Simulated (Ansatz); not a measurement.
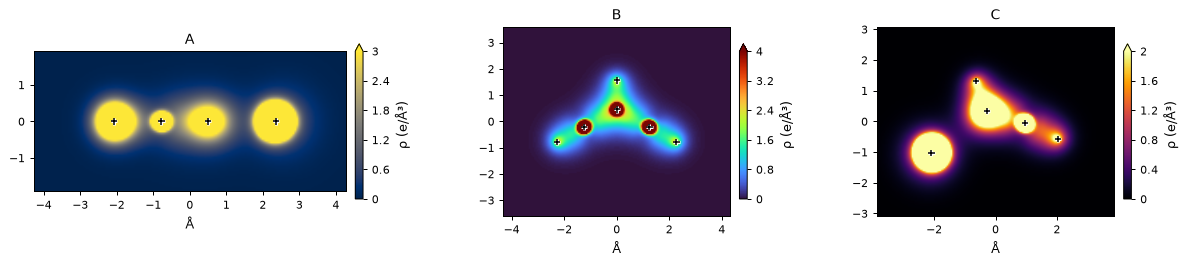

The total electron density of 3 systems, each on a plane through atoms (crosses mark nuclei in the plane).

The calculation used isolated molecule in a Gaussian basis; Kohn-Sham density functional theory, functional PBE0 in Ansatz 0.2.0.

System 1: BGaH$_{2}$N (SMILES B=[NH+][Ga]) (charge +1), the molecular plane. Geometry: PBE-D3(BJ)/def2-SVP.

```xyz
5

B    -1.9648   -0.7735    1.7589
Ga   -2.2883   -0.3282   -1.3911
N    -1.3862   -0.9155    0.6083
H    -2.6165   -0.5829    2.7384
H    -0.4568   -1.3018    0.4015
```

System 2: CH$_{3}$B$_{2}$ (SMILES B=C[BH+]) (charge +1), the molecular plane. Geometry: B3LYP/6-31G*.

```json
{"atom": "C", "x (Å)": "-1.1252", "y (Å)": "-0.5268", "z (Å)": "1.4059"}
{"atom": "B", "x (Å)": "-1.2604", "y (Å)": "-0.1970", "z (Å)": "0.0345"}
{"atom": "B", "x (Å)": "-2.1852", "y (Å)": "-0.4115", "z (Å)": "2.3391"}
{"atom": "H", "x (Å)": "-1.3860", "y (Å)": "0.0794", "z (Å)": "-1.0983"}
{"atom": "H", "x (Å)": "-0.1489", "y (Å)": "-0.8903", "z (Å)": "1.7638"}
{"atom": "H", "x (Å)": "-3.0711", "y (Å)": "-0.3114", "z (Å)": "3.1010"}
```

System 3: BFGaN (SMILES F/B=[N]/[Ga]), a plane that holds the molecular axis. Geometry: PBE0-D3(BJ)/def2-SVP.

| atom | x (Å) | y (Å) | z (Å) |
| --- | --- | --- | --- |
| B | 0.0000 | 0.0000 | -0.7770 |
| F | 0.0000 | 0.0000 | -2.0675 |
| Ga | 0.0000 | 0.0000 | 2.3544 |
| N | 0.0000 | 0.0000 | 0.4901 |

### Match each panel to its system.

Panel A is system 3, BFGaN: the plane holds B, F, Ga and N. B–N (1.27 Å): the density is about 2.4 e/Å³ at the midpoint. Panel B is system 2, CH$_{3}$B$_{2}$: the plane holds C, B and H. C–B (1.42 Å): the density is about 1.8 e/Å³ at the midpoint. Panel C is system 1, BGaH$_{2}$N: the plane holds B, Ga, N and H. B–N (1.30 Å): the density is about 2.4 e/Å³ at the midpoint.
